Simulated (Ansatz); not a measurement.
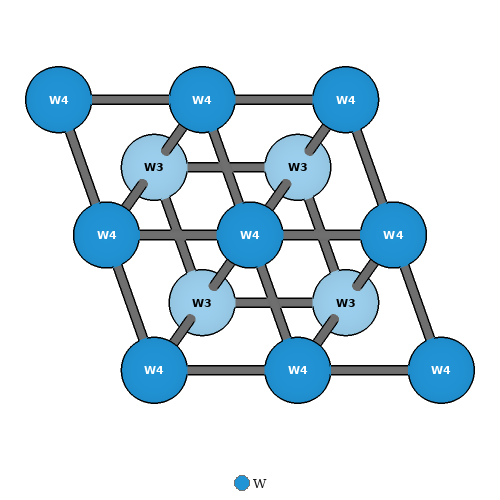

The system is B on a W(110) slab cut from the Im-3m phase (4 atoms of substrate and one adsorbate in a 1 × 1 cell); the picture shows it without the atoms that are moved over the map. One B atom a 1 × 1 cell is placed over a mesh of places on the rigid (1 1 0) surface, and only its height is relaxed. Places are given modulo a cell vector. The map is drawn in real space over the plane of the surface. The scan uses a 4 × 4 grid. Energies: eV, counted from the lowest grid point. With one adsorbate in each 1 × 1 cell, its nearest image is 2.7 Å away, so neighbouring adsorbates interact. The calculation used DFT PBEsol, scalar-relativistic, plane waves, PAW (Ansatz 0.2.0).

Range: place along a₁ from 0.00 to 0.75; place along a₂ from 0.00 to 0.75.

### What will the energy surface look like?

The lowest grid point is at a bridge site between two W atoms, over a second-layer W atom, (2/4, 2/4) of the cell vectors. The highest grid point, the top site over a surface W atom, (0/4, 0/4) of the cell vectors, lies 1.54 eV above the lowest. At the lowest point the adsorbate has 2 W at 2.11 Å as nearest neighbours, at the highest 1 W at 2.14 Å. Its relaxed height above the top atom is 1.40 Å at the lowest and 2.14 Å at the highest point.

```csv
"place along a₂ ↓, place along a₁ →",0/4,1/4,2/4,3/4
3/4,1.15,0.52,0.45,1.15
2/4,0.59,0.45,0.00,0.45
1/4,1.15,1.15,0.45,0.52
0/4,1.54,1.15,0.59,1.15
```

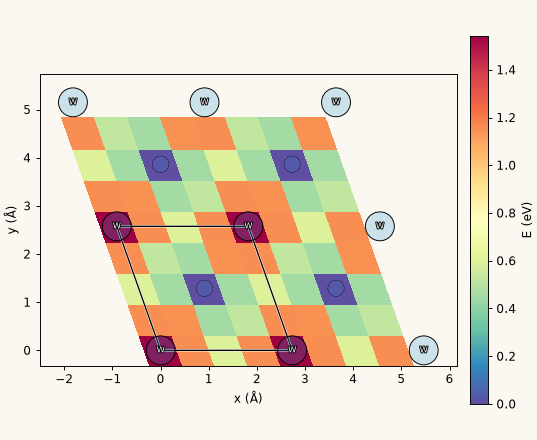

Drawn: one coloured cell a grid point, labelled circles for the atoms of the top layer and small ones for the second layer, the outline of one cell of the 2 × 2 shown.
